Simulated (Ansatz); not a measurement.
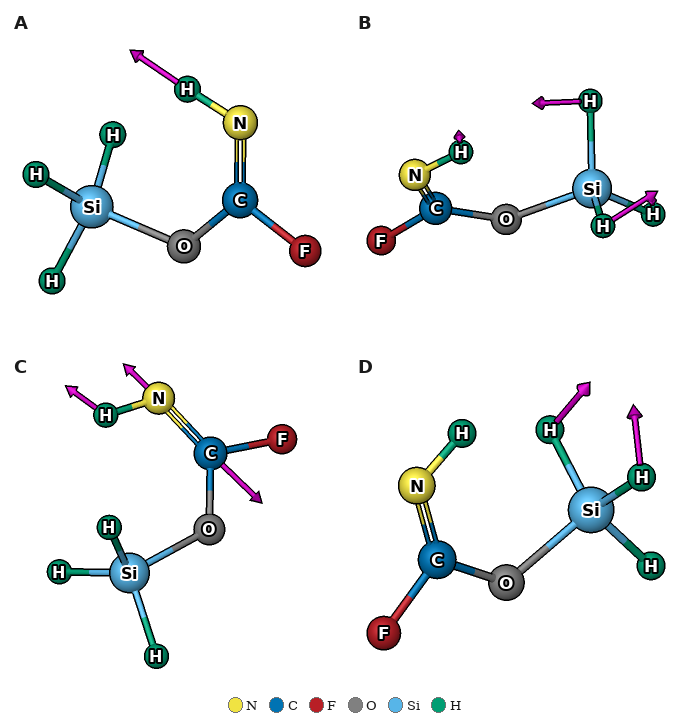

4 normal modes of one molecule or complex, as arrows. Harmonic vibrations computed with RKS PBE0-D4/def2-TZVP (Ansatz 0.2.0) at a stationary point of the same level.

Match the panels to the wavenumbers 700 cm⁻¹, 959 cm⁻¹, 1791 cm⁻¹, 3565 cm⁻¹.

Answer. A: 3565 cm⁻¹, N–H stretching
B: 700 cm⁻¹, H–Si–O bending
C: 1791 cm⁻¹, C–N stretching
D: 959 cm⁻¹, H–Si–H bending
